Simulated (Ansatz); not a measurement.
# Lattice dynamics of SnAu2 (built on the sites of a database entry of HfAu2), part 2 of 2

How does SnAu2 (built on the sites of a database entry of HfAu2) vibrate, and is this structure a minimum?

Ansatz 0.2.0; DFT PBEsol, scalar-relativistic, plane waves, PAW.

So far. Step 4 (Relaxing to small forces for the phonons): The largest force component left is 0.17 meV/Å and the pressure is 0.000 GPa, within the tolerances set. The cell now holds 19.39 Å³/atom. Step 5 (Linear response at the zone centre): Before it was imposed, the acoustic sum rule was missed by 7.2e-5 eV/Å². Small misses are needed for a sound result but don't prove that mesh and cutoff are converged. The relaxed cell has a = 3.712, c = 8.448 Å (conventional setting).

The structure was built from a prototype and need not be the compound's stable phase.

**6. Phonons on a q mesh**

Stability and thermal properties need the whole zone. Linear response on a 2×2×2 q mesh gives force constants as far as a supercell of that size would.

Input file input.yaml:

```yaml
crystal:
  lattice:
    - [-1.8557664721, 1.8557664721, 4.2237681773]
    - [1.8557664721, -1.8557664721, 4.2237681773]
    - [1.8557664721, 1.8557664721, -4.2237681773]
  atoms:
    - { symbol: Sn, position: [0.0, 0.0, 0.0] }
    - { symbol: Au, position: [0.6680494542, 0.6680494542, 0.0] }
    - { symbol: Au, position: [0.3319505458, 0.3319505458, 0.0] }
kpoints:
  mp_grid: { grid: [16, 16, 16] }
hamiltonian:
  xc: pbesol
scf:
  occupations: { method: methfessel_paxton, width: 0.2 }
output:
  eigenvalues: true
phonons:
  method: dfpt
  qmesh: [2, 2, 2]
  temperatures: { t_max: 1000, t_step: 50 }
  qpath:
    path:
      - [[0.0, 0.0, 0.0], [0.0, 0.0, 0.5], [0.25, 0.25, 0.25], [0.0, 0.5, 0.0], [0.0, 0.0, 0.0], [0.5, 0.5, -0.5], [0.29825991, 0.70174009, -0.29825991]]
      - [[-0.29825991, 0.29825991, 0.29825991], [0.0, 0.0, 0.0]]
      - [[0.0, 0.0, 0.5], [-0.09651982, 0.09651982, 0.5]]
      - [[0.5, 0.5, -0.09651982], [0.5, 0.5, -0.5]]
    npoints: 10
```

Command:

```
ansatz run input.yaml --threads 8 --pin off --max-ram 14336MiB --backend cpu --events-out ev --progress --plain --runs-dir out
```

Numbers of over 12 decimals in the logs are rounded to 6 here.

Output:

```text
Warning: phonons: the dynamical matrix that this run interpolates holds no multipole term above the dipole-dipole one, and a site of this crystal is no centre of inversion, so its interpolated transverse optical and acoustic branches and sound speeds can stay off near Gamma, and the density of states and the thermodynamics with them. What a run solves at a wave vector of phonons.qpoints, Gamma apart, where the deck admits one, is free of this, and under fd what a larger phonons.supercell samples
[...]
Crystal: 3 atoms, lattice volume = 58.184 Å³
Basis set: ecut = 420 eV, 1147 PW (Γ), exchange–correlation on 72×72×72 points (8 copies of the dense FFT grid, shifted against one another)
Bands: 32, of which v1, the nominal top of the filled ones, is band 26 counted from 1 (25 counted from 0)
Symmetry: 16 space group operations
k-points: 349 of 4096
[...]
SCF iter   1: F=—  HF=-31964.303761 eV  |F-HF|=—  |Δ(HF+E_count)|=         —  Δρ=4.65e-3  dr2=1.09e-2  ethr=1.77e-3  ⟨swp⟩=5.9  Hψ=42477  notcnv=0  defer=3
[...]
SCF iter  10: F=-31964.299779 eV  HF=-31964.299779 eV  |F-HF|=0.00e0  |Δ(HF+E_count)|=  1.09e-11  S|Δr|=    0.00e0  Δρ=3.46e-8  dr2=5.90e-13  ethr=1.00e-12  ⟨swp⟩=9.3  Hψ=55297  notcnv=0
SCF 1 converged in 10 iterations: F = -31964.299779 eV  dr2 = 5.90e-13
[...]
SCF iter   1: F=—  HF=-31964.299781 eV  |F-HF|=—  |Δ(HF+E_count)|=         —  Δρ=5.24e-7  dr2=1.78e-10  ethr=1.08e-8  ⟨swp⟩=4.2  Hψ=78558  notcnv=0
eigensolver tolerance schedule: the retry pair's looser diagonalisation over-reported the residual by 31472.52 of it (diagonalisation noise at 0.12 of the residual, at the tolerance the schedule requests for it); recorded, not acted on — ethr = c·dr2/N_el stays at c = 1.0e-1
[...]
SCF iter   2: F=—  HF=-31964.299779 eV  |F-HF|=—  |Δ(HF+E_count)|=   1.94e-6  S|Δr|=    0.00e0  Δρ=3.56e-7  dr2=8.24e-11  ethr=1.00e-12  ⟨swp⟩=2.9  Hψ=24691  notcnv=0
[...]
SCF iter   4: F=-31964.299779 eV  HF=-31964.299779 eV  |F-HF|=3.64e-12  |Δ(HF+E_count)|=  1.09e-11  S|Δr|=    0.00e0  Δρ=1.01e-7  dr2=6.58e-12  ethr=1.00e-12  ⟨swp⟩=1.6  Hψ=25779  notcnv=0
SCF 2 converged in 4 iterations: F = -31964.299779 eV  dr2 = 6.58e-12
phonons: the bands overlap, so this run is a metal and interpolates without the dipole-dipole term. If the crystal is really an insulator or semiconductor, its LO-TO splitting is missing
NSCF: frozen V_eff on 349 k-points
WARN: eigensolver did not converge (k=344): 1 band(s) unlocked after 20 sweeps at ethr=1.77e-12 eV (storage-precision floor; scheduled 1.00e-12 eV) (lowest unlocked band 31, counted from 0; max residual 3.21e-6 eV among the unlocked bands, 3.49e-6 eV over every band; other slots of this pass that fall short are told together in one closing line; warning suppressed until the next SCF loop or pass starts)
[...]
DFPT response loops at q = (0, 0, 0) (fractional): preconditioner auto → Kerker (q_TF=auto, 2.678 Å⁻¹) (partly filled bands, converged f_vac=0.000); β = 1.00, the filter's whole step (`scf.mixing.beta` (0.50) is not read by the response loops under this deck's `scf.mixing.preconditioner`; to damp them name `kerker` or `kerker_dos`, under which they read `scf.mixing.beta`, and type it under 1.00, their step now; both keys bind the ground state too); Broyden in place of MSR1
[...]
SCF converged after 10 iterations
[...]
Free energy (F): -31964.299779 eV
[...]
Internal energy: -31964.300195 eV  (E = F + TS)
E sigma→0 (E₀):  -31964.299883 eV
Entropy (-TS):   0.000416 eV (0.139 meV/atom)
Fermi energy:    17.350414 eV
[...]
--- Band table (eV; the first three rows and the last of 349) ---
  k-point 0: bands = [... 22 lower, 13.2802, 14.1873, 16.8286, 18.9354, 21.2167, 21.2167, 21.2551, 22.4570, ... 2 higher]
  k-point 1: bands = [... 22 lower, 13.3379, 14.2144, 16.9831, 18.9987, 19.8002, 20.9527, 21.1803, 22.7313, ... 2 higher]
  k-point 2: bands = [... 22 lower, 13.4578, 14.2777, 17.3498, 18.5700, 19.1589, 19.9900, 20.3874, 22.1440, ... 2 higher]
  k-point 348: bands = [... 22 lower, 13.7422, 14.0693, 14.1310, 17.8853, 17.8853, 20.3508, 24.8031, 25.1999, ... 2 higher]
--- Phonons (Γ-DFPT): 4 representative perturbations + reference (Σ response iterations 12) ---
  ASR residual: 7.267e-5 → 0.000e0 eV/Å²; symmetrization residual: 9.207e-6 eV/Å²
  ASR residual per site (eV/Å²): 1.42e-5 7.27e-5 7.27e-5
  Γ frequencies (cm⁻¹): 0.00 0.00 0.00 72.79 72.79 75.83 75.83 120.92 138.87
--- Phonons (arbitrary-q DFPT): 4 irreducible q on the 2×2×2 mesh ---
  q = [0.0000, 0.0000, 0.0000] (star 1, of the zone-centre solve; hermiticity 2.66e-6, symmetrization 6.21e-13): -0.00 -0.00 -0.00 72.79 72.79 75.83 75.83 120.92 138.87
  q = [0.0000, 0.0000, -0.5000] (star 2, 4 solved perturbations in 3438 linear systems a pass and spin channel, the states on 1098 of 4096 k-point pairs; hermiticity 9.64e-6, symmetrization 6.32e-13): 34.75 37.40 41.17 49.87 86.44 96.37 115.75 123.08 136.66
  q = [0.0000, -0.5000, 0.0000] (star 4, 6 solved perturbations on 1098 of 4096 k-point pairs; hermiticity 6.93e-6, symmetrization 5.40e-13): 49.95 52.48 53.78 57.98 69.01 71.70 89.92 133.74 158.78
[...]
sum rule: each row above includes the acoustic sum rule's correction from the zone centre's row sums; it moved no ω² by more than (0.32 cm⁻¹)²
  mesh force constants: q→R imaginary residual 1.92e-17; ASR residual 7.267e-5 → 0.000e0 eV/Å²; symmetrization residual 1.776e-15 eV/Å²
  interpolated dispersion: 94 rows × 9 modes
  density of states and harmonic sums: on the 18×18×24 q-mesh, interpolated from the force constants of a 2×2×2 supercell (no non-analytic term)
  largest difference from the sums on the solved wave vectors: F 9.80e-2 eV, S 1.29e-4 and C_V 3.08e-5 eV/K
  zero-point energy: 0.044062 eV/cell   skipped modes (ω ≤ 0): 48, of them read as no rigid motion or as one in doubt: 45 (1.775e-2 modes/cell left out, lowest -13.72 cm⁻¹)   left out of the sums: 2.01e-3 of the cell's modes: C_V's classical limit lies that fraction below 3 k_B per atom; for a crystal, a wire or a layer, F and S can be off by more, and a phonons.interpolated_qmesh denser along its periods is the remedy for the sampling
```

Run time: 4.3 min. Hardware: 8 threads of Intel Xeon Platinum 8488C (Sapphire Rapids), shared host; peak memory 4.9 GiB; 31 min of CPU time.

This step gave:

- sum-rule residual before enforcement: 7.27e-5 eV/Å²
- lowest frequency on the path: -13.74 cm⁻¹
- highest frequency on the path or at a solved wavevector: 159.1 cm⁻¹
- lowest mode on the q mesh (acoustic modes at Γ apart): 28.83 cm⁻¹

Frequencies (cm⁻¹) solved at each irreducible wavevector; negative means imaginary. Frequencies by wavevector, by row:

| q in reciprocal lattice units | star | mode 1 | mode 2 | mode 3 | mode 4 | mode 5 | mode 6 | mode 7 | mode 8 | mode 9 |
| --- | --- | --- | --- | --- | --- | --- | --- | --- | --- | --- |
| 0 0 0 | 1 | 0 | 0 | 0 | 72.8 | 72.8 | 75.8 | 75.8 | 120.9 | 138.9 |
| 0 0 -0.5 | 2 | 34.8 | 37.4 | 41.2 | 49.9 | 86.4 | 96.4 | 115.8 | 123.1 | 136.7 |
| 0 -0.5 0 | 4 | 50 | 52.5 | 53.8 | 58 | 69 | 71.7 | 89.9 | 133.7 | 158.8 |
| -0.5 -0.5 -0.5 | 1 | 28.8 | 28.8 | 29.8 | 29.8 | 55.8 | 101.6 | 101.6 | 113.7 | 156.4 |

Interpolated from a 2×2×2 q mesh, rough between the solved points. Phonon branches along the path, in cm⁻¹:

| point | branch 1 | branch 2 | branch 3 | branch 4 | branch 5 | branch 6 | branch 7 | branch 8 | branch 9 |
| --- | --- | --- | --- | --- | --- | --- | --- | --- | --- |
| Γ | 0 | 0 | 0 | 73 | 73 | 76 | 76 | 121 | 139 |
| X | 35 | 37 | 41 | 50 | 86 | 96 | 116 | 123 | 137 |
| P | 31 | 31 | 66 | 70 | 70 | 85 | 113 | 113 | 149 |
| N | 50 | 52 | 54 | 58 | 69 | 72 | 90 | 134 | 159 |
| Γ | 0 | 0 | 0 | 73 | 73 | 76 | 76 | 121 | 139 |
| M | 29 | 29 | 30 | 30 | 56 | 102 | 102 | 114 | 156 |
| S | 43 | 43 | 48 | 56 | 60 | 82 | 110 | 137 | 150 |
| jump to S0 | 43 | 43 | 48 | 56 | 60 | 82 | 110 | 137 | 150 |
| Γ | 0 | 0 | 0 | 73 | 73 | 76 | 76 | 121 | 139 |
| jump to X | 35 | 37 | 41 | 50 | 86 | 96 | 116 | 123 | 137 |
| R | 35 | 43 | 46 | 51 | 81 | 90 | 120 | 122 | 140 |
| jump to G′ | 35 | 43 | 46 | 51 | 81 | 90 | 120 | 122 | 140 |
| M | 29 | 29 | 30 | 30 | 56 | 102 | 102 | 114 | 156 |

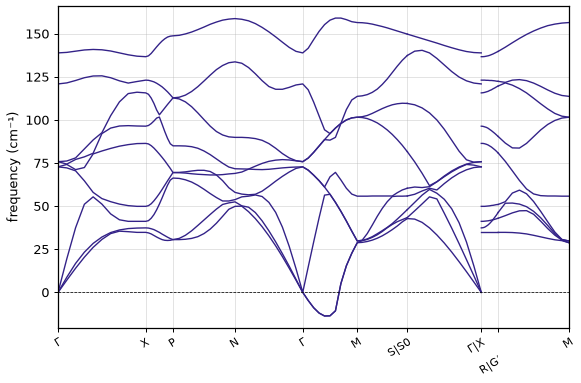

Phonon branches along the path.

The phonon density of states has structure finer than the step of the table below, so its rows give means over 10 cm⁻¹, whole bins alone (the curve runs from -13 to 159 cm⁻¹). Peaks (cm⁻¹: height): 35.0: 0.106, 57.0: 0.188, 69.0: 0.0936, 157.0: 0.0814.

Tetrahedra on a 18×18×24 mesh, mean over bins of 2 cm-1. Interpolated from a 2×2×2 q mesh, rough between the solved points. Phonon density of states against wavenumber; means over each step:

| wavenumber (cm⁻¹) | phonon density of states (1/cm⁻¹/cell) |
| --- | --- |
| 0 | 0.00154 |
| 10 | 0.00456 |
| 20 | 0.0147 |
| 30 | 0.0636 |
| 40 | 0.0840 |
| 50 | 0.123 |
| 60 | 0.117 |
| 70 | 0.0802 |
| 80 | 0.0727 |
| 90 | 0.0551 |
| 100 | 0.0481 |
| 110 | 0.0508 |
| 120 | 0.0494 |
| 130 | 0.0296 |
| 140 | 0.0199 |
| 150 | 0.0549 |

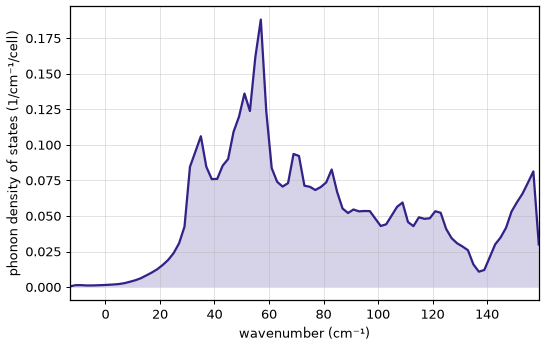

Phonon density of states against wavenumber.

The partial phonon density of states has structure finer than the step of the table below, so its rows give means over 10 cm⁻¹, whole bins alone (the curve runs from -23.9 to 174 cm⁻¹). Peaks (cm⁻¹: height): Au 34.6: 0.0844, 55.8: 0.128, 155.3: 0.0257; Sn 55.8: 0.0344, 83.2: 0.0261, 121.7: 0.0270, 155.3: 0.0441.

Phonopy on the run's constants, 17x17x21 mesh, Gaussian sigma 2.0 cm-1. Interpolated from a 2×2×2 q mesh, rough between the solved points. Table of partial phonon density of states by wavenumber; means over each step; values in 1/cm⁻¹/cell:

| wavenumber (cm⁻¹) | Au | Sn |
| --- | --- | --- |
| -10 | 0.00108 | 3.3e-4 |
| 0 | 7.8e-4 | 2.4e-4 |
| 10 | 0.00377 | 0.00107 |
| 20 | 0.0123 | 0.00301 |
| 30 | 0.0545 | 0.00818 |
| 40 | 0.0731 | 0.0123 |
| 50 | 0.0978 | 0.0261 |
| 60 | 0.0873 | 0.0276 |
| 70 | 0.0574 | 0.0226 |
| 80 | 0.0497 | 0.0225 |
| 90 | 0.0334 | 0.0224 |
| 100 | 0.0291 | 0.0197 |
| 110 | 0.0295 | 0.0209 |
| 120 | 0.0232 | 0.0250 |
| 130 | 0.0105 | 0.0194 |
| 140 | 0.00650 | 0.0152 |
| 150 | 0.0192 | 0.0346 |
| 160 | 0.0110 | 0.0187 |

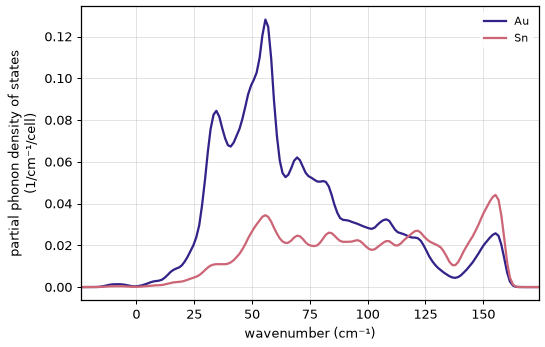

Partial phonon density of states against wavenumber.

Symmetry leaves 4 wavevectors to solve. The lowest mode among them, the acoustic zeros apart, lies at q = (-0.5, -0.5, -0.5) and is real, 28.8 cm⁻¹. Between them the interpolated path dips to 14i cm⁻¹.

**7. Isotope substitution**

An isotope changes the mass and not the force constants, so no new electronic calculation is needed; the shifts show which modes move this element.

The same force constants with the mass of Sn changed from 118.710 to 123.905 u (phonopy, no LO-TO term). Both lists are sorted by frequency; levels can cross, so a row need not hold one and the same mode. Modes under 3 cm⁻¹ are left out. Isotope shifts, by row:

| q | rank | natural mass (cm⁻¹) | changed mass (cm⁻¹) |
| --- | --- | --- | --- |
| 0 0 0 | 4 | 72.79 | 71.61 |
| 0 0 0 | 5 | 72.79 | 71.61 |
| 0 0 0 | 6 | 75.83 | 75.83 |
| 0 0 0 | 7 | 75.83 | 75.83 |
| 0 0 0 | 8 | 120.9 | 120.9 |
| 0 0 0 | 9 | 138.9 | 136.6 |
| 0 0 -0.5 | 1 | 34.75 | 34.75 |
| 0 0 -0.5 | 2 | 37.4 | 37.3 |
| 0 0 -0.5 | 3 | 41.17 | 41.03 |
| 0 0 -0.5 | 4 | 49.87 | 49.34 |
| 0 0 -0.5 | 5 | 86.44 | 86.44 |
| 0 0 -0.5 | 6 | 96.37 | 94.58 |
| 0 0 -0.5 | 7 | 115.8 | 115.8 |
| 0 0 -0.5 | 8 | 123.1 | 121.8 |
| 0 0 -0.5 | 9 | 136.7 | 134.2 |
| 0 -0.5 0 | 1 | 49.95 | 49.87 |
| 0 -0.5 0 | 2 | 52.48 | 52.48 |
| 0 -0.5 0 | 3 | 53.78 | 53.67 |
| 0 -0.5 0 | 4 | 57.98 | 56.83 |
| 0 -0.5 0 | 5 | 69.01 | 69.01 |
| 0 -0.5 0 | 6 | 71.7 | 71.01 |
| 0 -0.5 0 | 7 | 89.92 | 89.92 |
| 0 -0.5 0 | 8 | 133.7 | 131.1 |
| 0 -0.5 0 | 9 | 158.8 | 157 |
| -0.5 -0.5 -0.5 | 1 | 28.83 | 28.45 |
| -0.5 -0.5 -0.5 | 2 | 28.83 | 28.45 |
| -0.5 -0.5 -0.5 | 3 | 29.77 | 29.77 |
| -0.5 -0.5 -0.5 | 4 | 29.77 | 29.77 |
| -0.5 -0.5 -0.5 | 5 | 55.77 | 55.65 |
| -0.5 -0.5 -0.5 | 6 | 101.6 | 100.8 |
| -0.5 -0.5 -0.5 | 7 | 101.6 | 100.8 |
| -0.5 -0.5 -0.5 | 8 | 113.7 | 113.7 |
| -0.5 -0.5 -0.5 | 9 | 156.4 | 153.5 |

A mode of this element alone would shift by -2.12 %. The highest zone-centre frequency without the field goes from 138.9 to 136.6 cm⁻¹ (-1.6 %). The product of the frequency ratios over all optical modes at Γ is 0.952; the product rule, (m/m′)^(3k/2) (M′/M)^(3/2) with k = 1 such atoms and M the mass of the cell, gives 0.952.

**8. Summary of results**

| Property | Result |
| --- | --- |
| space group after relaxation (within 0.01 Å) | I4/mmm |
| volume per atom | 19.4 Å³ |
| electronic character | no gap on this mesh |
| highest optical mode at the zone centre (no LO-TO term) | 139 cm⁻¹ |
| lowest optical zone-centre mode | 72.8 cm⁻¹ |
| lowest mode on the q mesh (acoustic modes at Γ apart) | 28.8 cm⁻¹ |
| highest frequency on the path or at a solved wavevector | 159 cm⁻¹ |
| imaginary modes on the 2×2×2 q mesh | none |

**Reading.** No mode is imaginary at the 4 irreducible wavevectors solved, but between them the interpolated path dips to 13.7i cm⁻¹, so stability is not settled. The optical modes at Γ span 73 to 139 cm⁻¹. The highest mode in this list at Γ, 138.9 cm⁻¹, is mostly motion of Sn (77 % of the kinetic energy). The interpolated path dips to 14i cm⁻¹ between the solved wavevectors, which may come from the interpolation; a denser q mesh would tell. The q mesh stands for a supercell only 7.4 Å across, so branches between the solved wavevectors are rough. With no gap, or one that is small against the smearing, the frequencies hang on the k mesh and the smearing, most of all near Kohn anomalies. Spin-orbit coupling is left out, which can matter for the heavy elements here. A phonon run warned that its eigensolver left some bands unconverged in a pass. The starting cell was built on a prototype and not taken from a measurement, so the phase need not exist. These are harmonic frequencies at zero temperature: anharmonic shifts, linewidths and thermal expansion are left out.

[Logs are printed without paths, hosts, clocks, repeated set-up lines and the standing remarks that a program may print on its own settings, such as how far it seeks lower states.]

[Hosts, paths, dates, database ids (printed as entryN), source tags and the programs' standing remarks are cut or masked in the printed files.]
